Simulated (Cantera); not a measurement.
Charge: 1 mol CaF₂, 2.7 mol HF, 370 mol N₂, 0.00017 mol NH₃, equilibrated at 2.50e-5 bar.

Method: chemical equilibrium by Gibbs-energy minimisation in Cantera with the NASA 1993 tables (ideal gas, pure condensed phases). Candidate condensed phases: Ca, CaF₂; 25 gas species. Kinetics and transport are ignored.

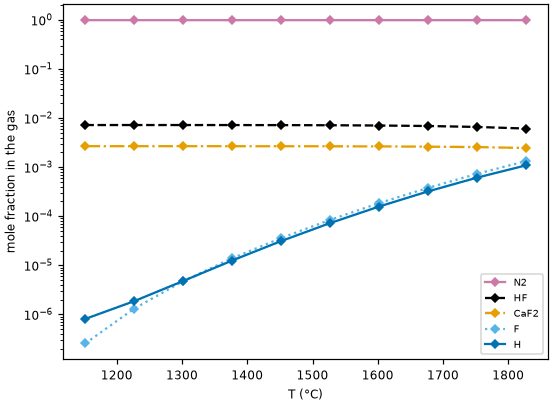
Fig. 1. Equilibrium gas composition (values under 1e-9 drawn at 1e-9)

Task: Read off the mole fractions at 1827 °C.

Result: N₂ about 0.99, HF about 0.0061, CaF₂ about 0.0025, F about 0.0013, H about 0.0011.
